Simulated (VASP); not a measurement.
# A VASP study of RuS (TPSS): structure first, properties next, part 3 of 5

Aim: relax RuS, then compute properties on the relaxed cell. The cell is invented: it takes the structure of COD entry 9008781, ZrS (space group 225 there), with some of its atoms replaced by other elements, volume scaled by an estimate. It may not be a known or stable phase.

VASP 6.6.1, plane waves and PAW; the level of theory is named at each step.

Still holding for the runs below: This run has no spin polarisation, although Ru can carry a moment.

So far. Step 3 (Full relaxation (TPSS)): It ends with forces that vanish by symmetry and a pressure of 0.01 GPa. Step 4 (Density, ELF and potential (TPSS)): In this run the pressure is 0.02 GPa, small enough to go on. The relaxed cell has a = 4.902 Å (conventional setting).

## 5. Band structure (TPSS)

Level of this step: TPSS, no spin polarisation; plane waves and PAW (Ru_pv, S); invented cell (VASP).

The mesh alone shows little of the dispersion and can miss band extrema, so KPOINTS_OPT adds a path through the symmetry points after the self-consistent cycle.

Input file INCAR:

```
SYSTEM = RuS
PREC = Accurate
ENCUT = 400
EDIFF = 1E-06
NELM = 100
ISMEAR = -1
SIGMA = 0.05
LREAL = .FALSE.
ALGO = Normal
METAGGA = TPSS
LASPH = .TRUE.
NBANDS = 22
LORBIT = 11
LWAVE = .FALSE.
LCHARG = .FALSE.
```

Input file POSCAR:

```
RuS
1.0
    0.0000000000      2.4508609976      2.4508609976
    2.4508609976      0.0000000000      2.4508609976
    2.4508609976      2.4508609976      0.0000000000
Ru S
1 1
Direct
    0.0000000000      0.0000000000      0.0000000000
    0.5000000000      0.5000000000      0.5000000000
```

Input file KPOINTS:

```
Automatic mesh
0
Gamma
7 7 7
0 0 0
```

Input file KPOINTS_OPT:

```
Line mode
16
Line-mode
Reciprocal
  0.00000000   0.00000000   0.00000000 GAMMA
  0.50000000   0.00000000   0.50000000 X

  0.50000000   0.00000000   0.50000000 X
  0.50000000   0.25000000   0.75000000 W

  0.50000000   0.25000000   0.75000000 W
  0.37500000   0.37500000   0.75000000 K

  0.37500000   0.37500000   0.75000000 K
  0.00000000   0.00000000   0.00000000 GAMMA

  0.00000000   0.00000000   0.00000000 GAMMA
  0.50000000   0.50000000   0.50000000 L

  0.50000000   0.50000000   0.50000000 L
  0.62500000   0.25000000   0.62500000 U

  0.62500000   0.25000000   0.62500000 U
  0.50000000   0.25000000   0.75000000 W

  0.50000000   0.25000000   0.75000000 W
  0.50000000   0.50000000   0.50000000 L

  0.50000000   0.50000000   0.50000000 L
  0.37500000   0.37500000   0.75000000 K

  0.62500000   0.25000000   0.62500000 U
  0.50000000   0.00000000   0.50000000 X
```

PAW data sets: Ru_pv and S (PBE family, release 64).

Started as:

```console
$ mpirun -np 1 vasp_std
```

The log of the run:

```text
[... set-up lines as in an earlier step ...]
 entering main loop
       N       E                     dE             d eps       ncg     rms          rms(c)
DAV:   1     0.136291917619E+03    0.13629E+03   -0.94841E+03   888   0.756E+02
DAV:   2    -0.100063154639E+02   -0.14630E+03   -0.14089E+03   988   0.251E+02
DAV:   3    -0.136972990815E+02   -0.36910E+01   -0.36545E+01  1066   0.406E+01
DAV:   4    -0.137129397948E+02   -0.15641E-01   -0.15636E-01  1024   0.289E+00
DAV:   5    -0.137130411439E+02   -0.10135E-03   -0.10133E-03  1088   0.225E-01    0.239E+01
DAV:   6    -0.265669533562E+02   -0.12854E+02   -0.20315E+01   952   0.351E+01    0.583E+00
DAV:   7    -0.263363606472E+02    0.23059E+00   -0.11068E+00  1016   0.100E+01    0.288E+00
DAV:   8    -0.263156986886E+02    0.20662E-01   -0.40423E-02   994   0.153E+00    0.167E+00
DAV:   9    -0.263263973401E+02   -0.10699E-01   -0.49325E-02  1012   0.166E+00    0.735E-01
DAV:  10    -0.263270740530E+02   -0.67671E-03   -0.94293E-04   992   0.212E-01    0.312E-01
DAV:  11    -0.263268151157E+02    0.25894E-03   -0.13738E-03  1044   0.267E-01    0.827E-02
DAV:  12    -0.263268187174E+02   -0.36017E-05   -0.36384E-05  1006   0.396E-02    0.653E-02
DAV:  13    -0.263268215744E+02   -0.28570E-05   -0.71703E-06  1006   0.154E-02    0.207E-02
DAV:  14    -0.263268203812E+02    0.11932E-05   -0.12984E-06   776   0.798E-03    0.494E-03
DAV:  15    -0.263268204727E+02   -0.91497E-07   -0.51973E-08   524   0.148E-03
   1 F= -.26326820E+02 E0= -.26306172E+02  d E =-.412974E-01
 Start KPOINTS_OPT (optional k-point list driver)
k-point batch [1-20\160]
       N       E                     dE             ncg
DAV:   1     0.716336665628E+03   -0.79583E+04      888
DAV:   2    -0.229598358586E+04   -0.30123E+04     1018
DAV:   3    -0.236443077355E+04   -0.68447E+02      984
DAV:   4    -0.236471479019E+04   -0.28402E+00     1046
DAV:   5    -0.236471667114E+04   -0.18809E-02     1016
DAV:   6    -0.236471669031E+04   -0.19170E-04     1046
DAV:   7    -0.236471669052E+04   -0.20455E-06      838
[...]
k-point batch [141-160\160]
       N       E                     dE             ncg
DAV:   1     0.663662275101E+03   -0.14322E+05      904
DAV:   2    -0.231900401220E+04   -0.29827E+04     1006
DAV:   3    -0.239173229308E+04   -0.72728E+02     1070
DAV:   4    -0.239205146795E+04   -0.31917E+00      968
DAV:   5    -0.239205373356E+04   -0.22656E-02     1142
DAV:   6    -0.239205375663E+04   -0.23069E-04     1014
DAV:   7    -0.239205375688E+04   -0.25097E-06      982
```

Run time: 4.6 min. Hardware: 1 MPI rank of AMD EPYC 7R43, shared host; peak memory 0.12 GiB.

From OUTCAR (step 5):

```text
   k-points           NKPTS =     20   k-points in BZ     NKDIM =     20   number of bands    NBANDS=     22

   NELECT =      20.0000    total number of electrons

 E-fermi :  10.2214

 k-point     1 :       0.0000    0.0000    0.0000
  band No.  band energies     occupation
    ...
      8       8.1036      2.00000
      9       8.1036      2.00000
     10       8.1627      2.00000
     11       8.1627      2.00000
     12       8.1627      2.00000
     13      14.6507      0.00000
     14      20.4697      0.00000
     15      22.1393      0.00000
     16      22.4872      0.00000
     17      22.4872      0.00000
    ...

  Total        0.0023727      0.0023727      0.0023727      0.0000000      0.0000000      0.0000000
  in kB        0.1291142      0.1291142      0.1291142      0.0000000      0.0000000      0.0000000
  external PRESSURE =       0.1291142 kB  Pullay stress =       0.0000000 kB

 POSITION                                       TOTAL-FORCE (eV/Angst)
 -----------------------------------------------------------------------------------
      0.00000      0.00000      0.00000         0.000000     -0.000000      0.000000
      2.45086      2.45086      2.45086        -0.000000      0.000000     -0.000000
 -----------------------------------------------------------------------------------
    total drift:                                0.000000     -0.000000     -0.000000

  FREE ENERGIE OF THE ION-ELECTRON SYSTEM (eV)
  ---------------------------------------------------
  free  energy   TOTEN  =       -26.3268204727 eV

  energy  without entropy=      -26.2855230581  energy(sigma->0) =      -26.30617177

[... 10 parts as in an earlier step ...]

[... 6 further parts left out ...]
```

Spin-orbit coupling is off here; it would split degenerate levels.

This step gave:

```
bands    : 22
pressure : 0.01291 GPa
```

Electronic bands along the path, in eV, zero at the Fermi level; # counts the bands kept, so #1 is VASP's band 5:

```
    point     #3     #4     #5     #6     #7     #8    #9
        Γ  -2.46  -2.12  -2.12  -2.06  -2.06  -2.06  4.43
        X  -3.65  -3.65  -1.33  -0.19  -0.19   1.06  3.56
        W  -5.80  -0.85  -0.85  -0.19   0.40   0.53  7.98
        K  -4.94  -1.99  -0.49   0.02   0.76   1.11  5.62
        Γ  -2.46  -2.12  -2.12  -2.06  -2.06  -2.06  4.43
        L  -5.74  -0.68  -0.68   0.11   3.55   4.31  4.31
        U  -4.94  -1.99  -0.49   0.02   0.76   1.11  5.62
        W  -5.80  -0.85  -0.85  -0.19   0.40   0.53  7.98
        L  -5.74  -0.68  -0.68   0.11   3.55   4.31  4.31
        K  -4.94  -1.99  -0.49   0.02   0.76   1.11  5.62
jump to U  -4.94  -1.99  -0.49   0.02   0.76   1.11  5.62
        X  -3.65  -3.65  -1.33  -0.19  -0.19   1.06  3.56
```

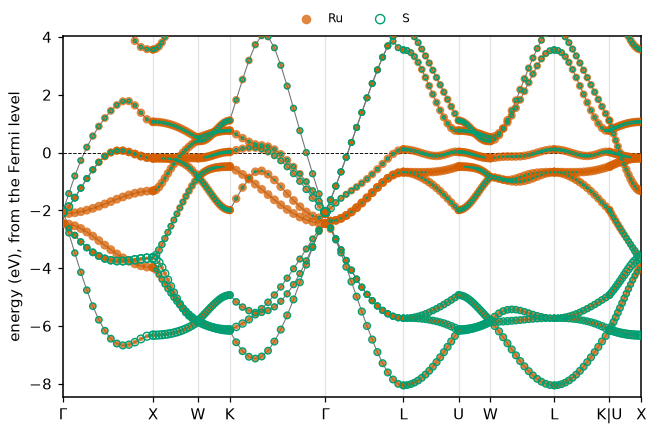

Electronic bands along the path; dots are coloured as in the legend, and their area grows with the weight.

There is no gap at this level.

## 6. Total and projected DOS (TPSS)

Here the states are counted by energy and projected on the atoms. The mesh is finer than in the run before.

Edit INCAR of step 5 so:

```diff
@@ -5,3 +5,3 @@
 NELM = 100
-ISMEAR = -1
+ISMEAR = -5
 SIGMA = 0.05
@@ -15 +15,2 @@
 LCHARG = .FALSE.
+NEDOS = 2001
```

POSCAR is that of step 5.

Input file KPOINTS:

```
Automatic mesh
0
Gamma
10 10 10
0 0 0
```

Started as:

```console
$ mpirun -np 1 vasp_std
```

The log of the run:

```text
[... set-up lines as in an earlier step ...]
 entering main loop
       N       E                     dE             d eps       ncg     rms          rms(c)
DAV:   1     0.141082114430E+03    0.14108E+03   -0.92957E+03  2084   0.744E+02
DAV:   2    -0.992849518771E+01   -0.15101E+03   -0.14569E+03  2392   0.253E+02
DAV:   3    -0.136818385659E+02   -0.37533E+01   -0.37256E+01  2504   0.412E+01
DAV:   4    -0.136961783292E+02   -0.14340E-01   -0.14328E-01  2404   0.280E+00
DAV:   5    -0.136962580020E+02   -0.79673E-04   -0.79571E-04  2466   0.207E-01    0.238E+01
DAV:   6    -0.265416612022E+02   -0.12845E+02   -0.20933E+01  2242   0.351E+01    0.584E+00
DAV:   7    -0.263191130095E+02    0.22255E+00   -0.11130E+00  2412   0.990E+00    0.301E+00
DAV:   8    -0.263087033124E+02    0.10410E-01   -0.41404E-02  2332   0.146E+00    0.173E+00
DAV:   9    -0.263213360690E+02   -0.12633E-01   -0.48840E-02  2392   0.161E+00    0.683E-01
DAV:  10    -0.263216761848E+02   -0.34012E-03   -0.10965E-03  2316   0.215E-01    0.273E-01
DAV:  11    -0.263213594757E+02    0.31671E-03   -0.12440E-03  2468   0.257E-01    0.720E-02
DAV:  12    -0.263213661368E+02   -0.66612E-05   -0.29425E-05  2398   0.351E-02    0.563E-02
DAV:  13    -0.263213637837E+02    0.23531E-05   -0.66346E-06  2386   0.157E-02    0.174E-02
DAV:  14    -0.263213609519E+02    0.28318E-05   -0.70909E-07  1442   0.632E-03    0.721E-03
DAV:  15    -0.263213608660E+02    0.85929E-07   -0.36304E-08  1280   0.126E-03
   1 F= -.26321361E+02 E0= -.26321361E+02  d E =0.000000E+00
 -----------------------------------------------------------------------------
|                                                                             |
|           W    W    AA    RRRRR   N    N  II  N    N   GGGG   !!!           |
|           W    W   A  A   R    R  NN   N  II  NN   N  G    G  !!!           |
|           W    W  A    A  R    R  N N  N  II  N N  N  G       !!!           |
|           W WW W  AAAAAA  RRRRR   N  N N  II  N  N N  G  GGG   !            |
|           WW  WW  A    A  R   R   N   NN  II  N   NN  G    G                |
|           W    W  A    A  R    R  N    N  II  N    N   GGGG   !!!           |
|                                                                             |
|     Tetrahedron method does not include variations of the Fermi             |
|     occupations, so forces and stress will be inaccurate. We suggest        |
|     using a different smearing scheme ISMEAR = 1 or 2 for metals in         |
|     relaxations.                                                            |
|                                                                             |
 -----------------------------------------------------------------------------
```

Elapsed: 2.5 min, on 1 MPI rank; peak memory 0.12 GiB.

OUTCAR, selected parts (step 6):

```text
   k-points           NKPTS =     47   k-points in BZ     NKDIM =     47   number of bands    NBANDS=     22

   NELECT =      20.0000    total number of electrons

 E-fermi :  10.2093

 k-point     1 :       0.0000    0.0000    0.0000
  band No.  band energies     occupation
    ...
      8       8.1177      2.00000
      9       8.1177      2.00000
     10       8.1499      2.00000
     11       8.1499      2.00000
     12       8.1499      2.00000
     13      14.6511      0.00000
     14      20.4776      0.00000
     15      22.1700      0.00000
     16      22.4894      0.00000
     17      22.4894      0.00000
    ...

  Total        0.0242707      0.0242707      0.0242707     -0.0000000     -0.0000000      0.0000000
  in kB        1.3207074      1.3207074      1.3207074     -0.0000000     -0.0000000      0.0000000
  external PRESSURE =       1.3207074 kB  Pullay stress =       0.0000000 kB

 POSITION                                       TOTAL-FORCE (eV/Angst)
 -----------------------------------------------------------------------------------
      0.00000      0.00000      0.00000         0.000000      0.000000      0.000000
      2.45086      2.45086      2.45086         0.000000      0.000000     -0.000000
 -----------------------------------------------------------------------------------
    total drift:                                0.000000     -0.000000     -0.000000

  FREE ENERGIE OF THE ION-ELECTRON SYSTEM (eV)
  ---------------------------------------------------
  free  energy   TOTEN  =       -26.3213608660 eV

  energy  without entropy=      -26.3213608660  energy(sigma->0) =      -26.32136087

[... 6 parts as in an earlier step ...]

[... 10 further parts left out ...]
```

The DOS at the Fermi level is high for the number of transition-metal atoms. It is one value on this mesh and may be a narrow spike; if it stands, a magnetic instability is possible, which a run without spin can't show. With tetrahedra the forces and stress of a metal are not exact derivatives of the energy.

Numbers from this step:

| Item | Value |
| --- | --- |
| irreducible k-points | 47 |
| free energy (TOTEN) | -26.32 eV |
| Fermi energy | 10.21 eV |
| pressure | 0.1321 GPa |
| DOS at the Fermi level | 5.986 states/eV/cell |

The density of states has structure finer than the step of the table below, so its rows give means over 1 eV, whole bins alone (the curve runs from -12.0 to 7.97 eV). Peaks (eV: height): total -6.7: 1.85, -5.7: 4.53, -5.4: 5.01, -0.7: 6.08, -0.1: 12.6; Ru d -5.4: 1.59, -0.7: 5.08, -0.1: 10.0; S p -6.7: 0.604, -5.7: 1.50, -5.4: 1.70, -0.1: 0.859.

States under -12.0 eV and over 8.0 eV are left out. Density of states against energy, zero at the Fermi level; means over each step; values in states/eV/cell:

| energy (eV) | total | Ru d | S p |
| --- | --- | --- | --- |
| -9 | 0 | 0 | 0 |
| -8 | 0.134 | 0.0165 | 0.0399 |
| -7 | 1.23 | 0.176 | 0.393 |
| -6 | 1.64 | 0.384 | 0.547 |
| -5 | 2.31 | 0.718 | 0.775 |
| -4 | 0.639 | 0.192 | 0.216 |
| -3 | 0.298 | 0.149 | 0.0526 |
| -2 | 1.11 | 0.775 | 0.0717 |
| -1 | 2.75 | 2.20 | 0.121 |
| 0 | 2.63 | 1.96 | 0.244 |
| 1 | 1.19 | 0.745 | 0.139 |
| 2 | 1.01 | 0.589 | 0.143 |
| 3 | 0.758 | 0.403 | 0.148 |
| 4 | 0.308 | 0.130 | 0.0633 |
| 5 | 0.404 | 0.0348 | 0.0314 |
| 6 | 1.05 | 0.0846 | 0.0818 |
| 7 | 0.556 | 0.0496 | 0.0623 |

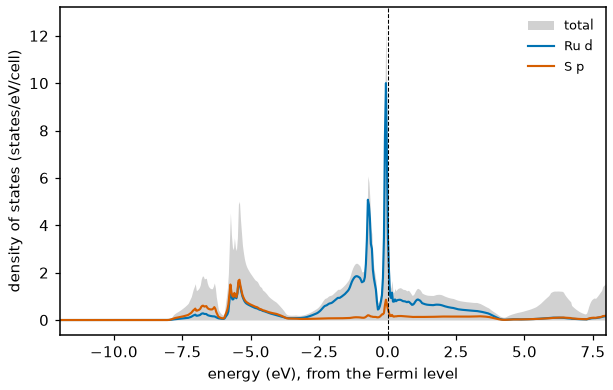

Density of states, plotted against energy.

The finer mesh and the other smearing move the Fermi level by -0.01 eV from the 7×7×7 run, a small shift, which tests the Fermi level alone. Of the states within 0.3 eV of the Fermi level, the largest shares in the PAW spheres are Ru d 76 % and S p 9 %. The rest lies in smaller channels or between the spheres.

(Part 3 of 5 ends here.)

[Lines on the potential files, build, host, timing and source positions are cut from VASP's logs without a mark.]

[Logs are printed without paths, hosts, clocks, repeated set-up lines and the standing remarks that a program may print on its own settings, such as how far it seeks lower states.]

[Hosts, paths, dates, database ids (printed as entryN), source tags and the programs' standing remarks are cut or masked in the printed files.]

[A measured line is paired with the nearest computed mode of its activity, which favours agreement.]

[In band tables of VASP the shares of atoms and orbitals are scaled to a sum of 1 inside the atoms' spheres.]
